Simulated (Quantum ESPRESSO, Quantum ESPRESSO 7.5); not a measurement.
## Mg(0001): thickness series by an ASE script

Wanted: a thickness series of Mg(0001), driven from Python.

Program: Quantum ESPRESSO 7.5. Level of theory: plane-wave DFT, PBE, GBRV ultrasoft pseudopotentials. Results are calculated unless marked as measured.

### 1. The starting structure

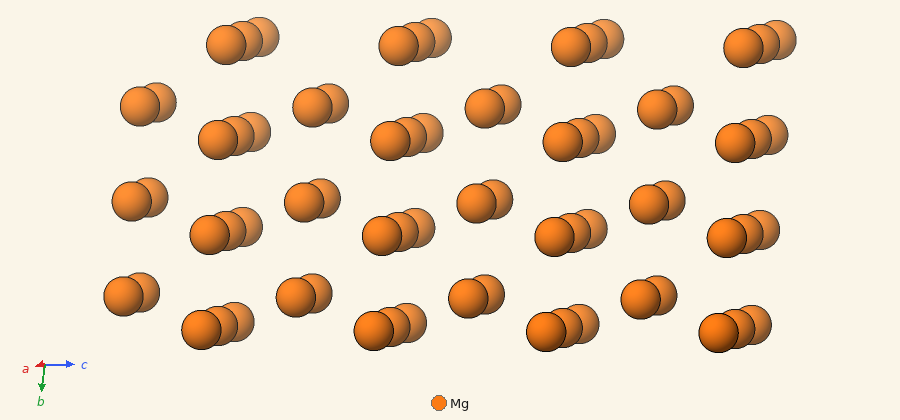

Start, viewed from the side, with the c axis across the page; magnesium orange. 2×3×1 cells are drawn. Some periodic images of atoms are drawn too.

The cell holds 8 atoms: 8 Mg. Cell: a = 3.210 Å, b = 3.210 Å, c = 33.246 Å, α = 90.0°, β = 90.0°, γ = 60.0°. It derives from Mg. Vacuum lies along c.

Coordinates:

```
CELL_PARAMETERS angstrom
3.21000 0.00000 0.00000
1.60500 2.77994 0.00000
0.00000 0.00000 33.24564
ATOMIC_POSITIONS crystal
Mg 0.66667 0.66667 0.22559
Mg 0.00000 0.00000 0.30400
Mg 0.66667 0.66667 0.38240
Mg 0.00000 0.00000 0.46080
Mg 0.66667 0.66667 0.53920
Mg 0.00000 0.00000 0.61760
Mg 0.66667 0.66667 0.69600
Mg 0.00000 0.00000 0.77441
```

### 2. The script

ASE writes the inputs, starts pw.x and reads the results. Under ESM bc1 the zero of energy of a symmetric slab is the vacuum, so the work function is minus the Fermi level.

The input, run.py:

```python
import json
import numpy as np
from ase.build import hcp0001
from ase.calculators.espresso import Espresso, EspressoProfile

profile = EspressoProfile(command='mpirun -n 4 pw.x -nk 4', pseudo_dir='../pseudo')
pseudopotentials = {'Mg': 'mg_pbe_v1.4.uspp.F.UPF'}
system = {'ecutwfc': 40, 'ecutrho': 200, 'occupations': 'smearing', 'smearing': 'mv', 'degauss': 0.02}


def calculator(name, kpts, **extra):
    data = dict(control=dict(tprnfor=True, verbosity='high', disk_io='none'),
                system=system | extra,
                electrons=dict(conv_thr=1e-07, mixing_beta=0.4, mixing_mode='local-TF',
                               electron_maxstep=100))
    return Espresso(profile=profile, directory=name, pseudopotentials=pseudopotentials, kpts=kpts, input_data=data)


def centre(atoms):
    z = atoms.positions[:, 2]
    atoms.positions[:, 2] -= (z.max() + z.min()) / 2  # ESM wants the slab about z = 0
    return atoms


rows = []
for n in [2, 4, 6, 8]:
    slab = centre(hcp0001('Mg', size=(1, 1, n), a=3.21, c=5.21304, vacuum=7.5, periodic=True))
    slab.set_initial_magnetic_moments([0.0] * n)
    slab.calc = calculator(f'n{n}', (12, 12, 1), assume_isolated='esm', esm_bc='bc1')
    energy = slab.get_potential_energy()
    work = -slab.calc.get_fermi_level()
    force = slab.get_forces()[-1, 2]
    rows.append([n, energy, work, force])
    print(f'{n} layers: E = {energy:.5f} eV, work function {work:.3f} eV, force on the top atom {force:+.3f} eV/A')

n, energy = np.array(rows)[:, :2].T
slope, offset = np.polyfit(n[1:], energy[1:], 1)
area = np.linalg.norm(np.cross(*slab.cell[:2]))
gamma = offset / (2 * area) * 16.0218
print(f'bulk energy from the slope {slope:.5f} eV an atom; unrelaxed surface energy {gamma:.3f} J/m^2')
json.dump(dict(rows=rows, slope=slope, gamma=gamma), open('result.json', 'w'))
```

Command:

```
$ OMP_NUM_THREADS=1 python run.py
```

The log of the run:

```text
2 layers: E = -3409.58556 eV, work function 3.739 eV, force on the top atom +0.089 eV/A
4 layers: E = -6819.83605 eV, work function 3.782 eV, force on the top atom +0.051 eV/A
6 layers: E = -10230.06534 eV, work function 3.709 eV, force on the top atom +0.028 eV/A
8 layers: E = -13640.30842 eV, work function 3.653 eV, force on the top atom +0.005 eV/A
bulk energy from the slope -1705.11809 eV an atom; unrelaxed surface energy 0.573 J/m^2
```

The job ended after 4.3 min (4 MPI ranks of Arm Neoverse V2, shared host; peak memory 1 GiB; 17 min of CPU time).

The input that ASE wrote for the first run, and its log:

```
&CONTROL
   verbosity        = 'high'
   tprnfor          = .true.
   disk_io          = 'none'
   pseudo_dir       = '../pseudo'
/
&SYSTEM
   ecutwfc          = 40
   ecutrho          = 200
   occupations      = 'smearing'
   degauss          = 0.02
   smearing         = 'mv'
   assume_isolated  = 'esm'
   esm_bc           = 'bc1'
   ntyp             = 1
   nat              = 2
   ibrav            = 0
/
&ELECTRONS
   electron_maxstep = 100
   conv_thr         = 1e-07
   mixing_mode      = 'local-TF'
   mixing_beta      = 0.4
/
&IONS
/
&CELL
/
&FCP
/
&RISM
/
ATOMIC_SPECIES
Mg 24.305 mg_pbe_v1.4.uspp.F.UPF

K_POINTS automatic
12 12 1  0 0 0

CELL_PARAMETERS angstrom
3.21000000000000 0.00000000000000 0.00000000000000
1.60500000000000 2.77994154614805 0.00000000000000
0.00000000000000 0.00000000000000 17.60652000000000

ATOMIC_POSITIONS angstrom
Mg 0.0000000000 1.8532943641 -1.3032600000  
Mg 0.0000000000 0.0000000000 1.3032600000
```

```text
Program PWSCF v.7.5 starts
[citation notice left out]

     Parallel version (MPI & OpenMP), running on       4 processor cores
     Number of MPI processes:                 4
     Threads/MPI process:                     1

     MPI processes distributed on     1 nodes
[... 1 line left out ...]

Warning: card &CELL ignored
Warning: card &FCP ignored
Warning: card &RISM ignored

     Current dimensions of program PWSCF are:
     Max number of different atomic species (ntypx) = 10
     Max number of k-points (npk) =  40000
     Max angular momentum in pseudopotentials (lmaxx) =  4
     Message from routine setup:
     using ibrav=0 with symmetry is DISCOURAGED, use correct ibrav instead

     K-points division:     npool     =       4
     Subspace diagonalization in iterative solution of the eigenvalue problem:
     a serial algorithm will be used

     G-vector sticks info
     --------------------
     sticks:   dense  smooth     PW     G-vecs:    dense   smooth      PW
     Sum         511     409    121                50771    36145    6399

     Using Slab Decomposition

     bravais-lattice index     =            0
     lattice parameter (alat)  =       6.0660  a.u.
     unit-cell volume          =    1060.2562 (a.u.)^3
     number of atoms/cell      =            2
     number of atomic types    =            1
     number of electrons       =        20.00
     number of Kohn-Sham states=           14
     kinetic-energy cutoff     =      40.0000  Ry
     charge density cutoff     =     200.0000  Ry
     scf convergence threshold =      1.0E-07
     mixing beta               =       0.4000
     number of iterations used =            8  local-TF  mixing
     Exchange-correlation=  SLA  PW   PBX  PBC
                           (   1   4   3   4   0   0   0)

     Effective Screening Medium Method
     =================================
     Boundary Conditions: Vacuum-Slab-Vacuum
     total charge in unit cell        =   0.0000
     grid points for fit at edges     =        4

[... 10 lines left out ...]
     PseudoPot. # 1 for Mg read from file:
     ../pseudo/mg_pbe_v1.4.uspp.F.UPF
     Pseudo is Ultrasoft, Zval = 10.0
     Generated by new atomic code, or converted to UPF format
     Using radial grid of  821 points,  7 beta functions with:
                l(1) =   0
                l(2) =   0
                l(3) =   0
                l(4) =   1
                l(5) =   1
                l(6) =   2
                l(7) =   2
     Q(r) pseudized with  8 coefficients,  rinner =    1.200   1.200   1.200
                                                       1.200   1.200

     atomic species   valence    mass     pseudopotential
     Mg               10.00    24.30500     Mg( 1.00)

     12 Sym. Ops., with inversion, found ( 6 have fractional translation)

                                    s                        frac. trans.

      isym =  1     identity

[... 385 lines left out ...]

     total energy              =    -250.59992912 Ry
     estimated scf accuracy    <       0.00000238 Ry

     iteration # 12     ecut=    40.00 Ry     beta= 0.40
[... 1 line left out ...]

---- Real-time Memory Report at c_bands before calling an iterative solver
           124 MiB given to the printing process from OS
            60 MiB allocation reported by mallinfo(arena+hblkhd)
[... 1 line left out ...]
------------------
[... 1 line left out ...]

     negative rho (up, down):  1.975E-05 0.000E+00

[... 1 line left out ...]

     End of self-consistent calculation

          k = 0.0000 0.0000 0.0000 (  4423 PWs)   bands (ev):

   -79.9770 -79.9756 -46.7781 -46.7630 -46.7211 -46.7211 -46.7188 -46.7188
    -9.8066  -7.3948  -4.3995  -1.4906  -0.4566   0.8866

     occupation numbers
     1.0000   1.0000   1.0000   1.0000   1.0000   1.0000   1.0000   1.0000
     1.0000   1.0000   1.0132   0.0000   0.0000   0.0000

[... 108 lines left out ...]

     the Fermi energy is    -3.7389 ev

!    total energy              =    -250.59993816 Ry
     estimated scf accuracy    <       0.00000007 Ry
     smearing contrib. (-TS)   =      -0.00013418 Ry
     internal energy E=F+TS    =    -250.59980398 Ry

     The total energy is F=E-TS. E is the sum of the following terms:
     one-electron contribution =     255.76587444 Ry
     hartree contribution      =    -139.29067211 Ry
     xc contribution           =     -33.64993087 Ry
     ewald contribution        =    -333.42507545 Ry

     convergence has been achieved in  12 iterations

     Forces acting on atoms (cartesian axes, Ry/au):

     atom    1 type  1   force =     0.00000000   -0.00000000   -0.00346293
     atom    2 type  1   force =     0.00000000   -0.00000000    0.00346293
     The non-local contrib.  to forces
     atom    1 type  1   force =     0.00000000   -0.00000000   -0.11162791
     atom    2 type  1   force =     0.00000000    0.00000000    0.11162791
     The ionic contribution  to forces
     atom    1 type  1   force =     0.00000000   -0.00000000  -39.11493636
     atom    2 type  1   force =    -0.00000000    0.00000000   39.11493636
     The local contribution  to forces
     atom    1 type  1   force =     0.00000000   -0.00000000   39.22220363
     atom    2 type  1   force =     0.00000000    0.00000000  -39.22220735
     The core correction contribution to forces
     atom    1 type  1   force =     0.00000000    0.00000000    0.00000000
     atom    2 type  1   force =     0.00000000    0.00000000    0.00000000
     The Hubbard contrib.    to forces
     atom    1 type  1   force =     0.00000000    0.00000000    0.00000000
     atom    2 type  1   force =     0.00000000    0.00000000    0.00000000
     The SCF correction term to forces
     atom    1 type  1   force =    -0.00000001   -0.00000001    0.00089578
     atom    2 type  1   force =    -0.00000001    0.00000001   -0.00089592

     Total force =     0.004897     Total SCF correction =     0.001267
     SCF correction compared to forces is large: reduce conv_thr to get better values
     Message from routine punch:
     Nothing written, as per user request (disk_io='none')

[... 1 line left out ...]

[... 1 line left out ...]

[... 1 line left out ...]

[... 3 lines left out ...]

[... 1 line left out ...]

[... 2 lines left out ...]

[... 1 line left out ...]

[... 1 line left out ...]

=------------------------------------------------------------------------------=
   JOB DONE.
=------------------------------------------------------------------------------=
```

This step gave:

- surface energy: 0.5733 J/m²
- work function of the thickest slab: 3.653 eV

Work function against layers:

| layers | work function (eV) |
| --- | --- |
| 2.00 | 3.74 |
| 4.00 | 3.78 |
| 6.00 | 3.71 |
| 8.00 | 3.65 |

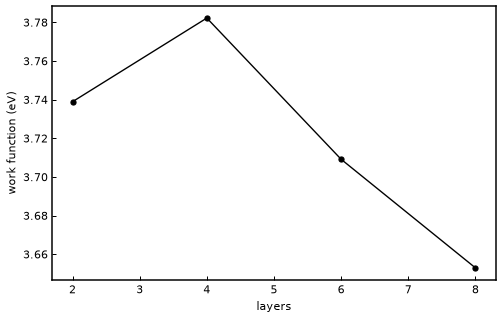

Work function against layers.

The force on the top atom along the normal by layers:

| layers | force on the top atom along the normal (eV/Å) |
| --- | --- |
| 2.00 | 0.0890 |
| 4.00 | 0.0510 |
| 6.00 | 0.0278 |
| 8.00 | 0.00515 |

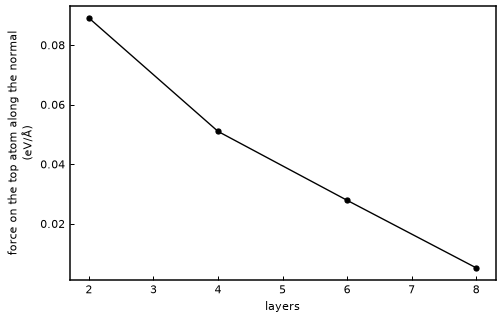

Force on the top atom along the normal against layers.

Energy less the bulk line's slope against layers:

| layers | energy less the bulk line's slope (meV) |
| --- | --- |
| 2.00 | 651 |
| 4.00 | 636 |
| 6.00 | 643 |
| 8.00 | 636 |

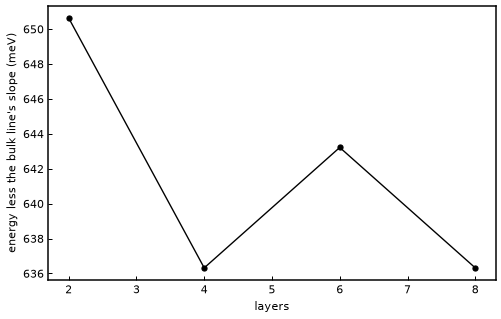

Energy less the bulk line's slope against layers.

### 3. Running the series: PBE, SG15 norm-conserving

Level of this step: plane-wave DFT, PBE, SG15 norm-conserving pseudopotentials (Quantum ESPRESSO 7.5).

run.py, as its differences from the input of step 2:

```diff
@@ -6,4 +6,4 @@
 profile = EspressoProfile(command='mpirun -n 4 pw.x -nk 4', pseudo_dir='../pseudo')
-pseudopotentials = {'Mg': 'mg_pbe_v1.4.uspp.F.UPF'}
-system = {'ecutwfc': 40, 'ecutrho': 200, 'occupations': 'smearing', 'smearing': 'mv', 'degauss': 0.02}
+pseudopotentials = {'Mg': 'Mg_ONCV_PBE-1.2.upf'}
+system = {'ecutwfc': 60, 'ecutrho': 240, 'occupations': 'smearing', 'smearing': 'mv', 'degauss': 0.02}
```

Command:

```
$ OMP_NUM_THREADS=1 python run.py
```

The log of the run:

```text
2 layers: E = -2955.96177 eV, work function 3.743 eV, force on the top atom +0.102 eV/A
4 layers: E = -5912.59012 eV, work function 3.788 eV, force on the top atom +0.038 eV/A
6 layers: E = -8869.19717 eV, work function 3.715 eV, force on the top atom +0.033 eV/A
8 layers: E = -11825.81795 eV, work function 3.653 eV, force on the top atom +0.002 eV/A
bulk energy from the slope -1478.30696 eV an atom; unrelaxed surface energy 0.575 J/m^2
```

Wall time 7.5 min (4 MPI ranks); peak memory 1.1 GiB; 30 min of CPU time.

This step gave:

| Property | Result |
| --- | --- |
| surface energy | 0.5745 J/m² |

The work function by layers:

| layers | work function (eV) |
| --- | --- |
| 2.00 | 3.74 |
| 4.00 | 3.79 |
| 6.00 | 3.72 |
| 8.00 | 3.65 |

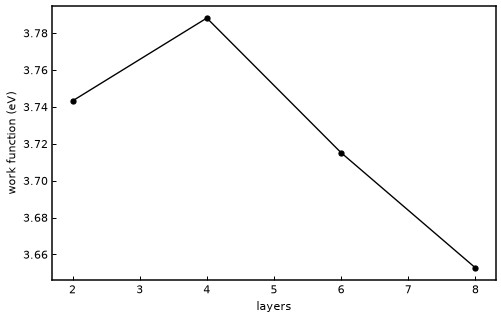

Work function, plotted against layers.

Table of force on the top atom along the normal by layers:

| layers | force on the top atom along the normal (eV/Å) |
| --- | --- |
| 2.00 | 0.102 |
| 4.00 | 0.0382 |
| 6.00 | 0.0332 |
| 8.00 | 0.00218 |

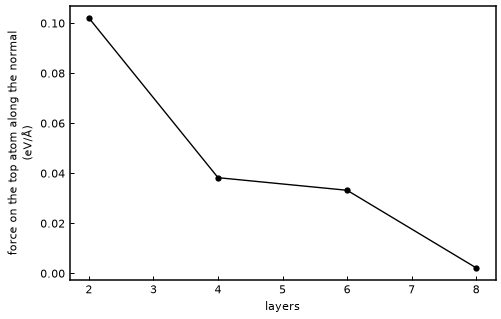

Force on the top atom along the normal, plotted against layers.

Table of energy less the bulk line's slope by layers:

| layers | energy less the bulk line's slope (meV) |
| --- | --- |
| 2.00 | 652 |
| 4.00 | 638 |
| 6.00 | 645 |
| 8.00 | 638 |

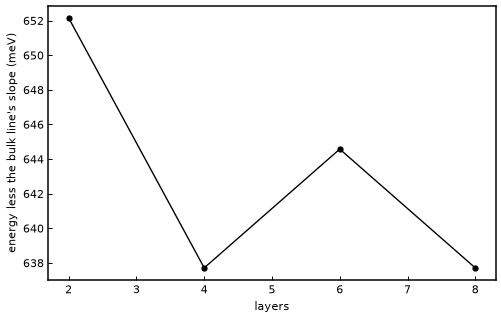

Energy less the bulk line's slope against layers.

### 4. The arithmetic

γ = (E_N − N e_bulk)/(2A). The excess of the thickest slab is 0.636 eV and A = 8.924 Å²: 0.636/(2 × 8.924) × 16.02 = 0.57 J/m² (1 eV/Å² = 16.02 J/m²); the fit's intercept gives 0.57.

### 5. What came out

```json
{
 "work function of the thickest slab, PBE, GBRV ultrasoft": "3.65 eV",
 "unrelaxed surface energy, PBE, GBRV ultrasoft": "0.57 J/m²",
 "work function of the thickest slab, PBE, SG15 norm-conserving": "3.65 eV",
 "unrelaxed surface energy, PBE, SG15 norm-conserving": "0.57 J/m²"
}
```

The thickest slab gives a work function of 3.65 eV and the series an unrelaxed surface energy of 0.57 J/m² (PBE, GBRV ultrasoft). The work function swings by 0.13 eV over 2 to 8 layers and by 0.06 eV over the last step; confined states crossing the Fermi level and the finite mesh both contribute. So 8 layers don't yet hold the work function to 0.05 eV on this mesh. The top atom feels almost no force. The slabs are cut from the bulk at the tabulated lattice constant and not relaxed; the surface energy comes from a straight line through the energies of all but the thinnest slab.

[Logs are printed without paths, hosts, clocks, repeated set-up lines and the standing remarks that a program may print on its own settings, such as how far it seeks lower states.]

[Hosts, paths, dates, database ids (printed as entryN), source tags and the programs' standing remarks are cut or masked in the printed files.]

[Maps of the electrostatic potential energy from Ansatz leave out the sawtooth potential of an applied field or a dipole correction, so their vacuum need not be flat; planar profiles and work functions include it.]
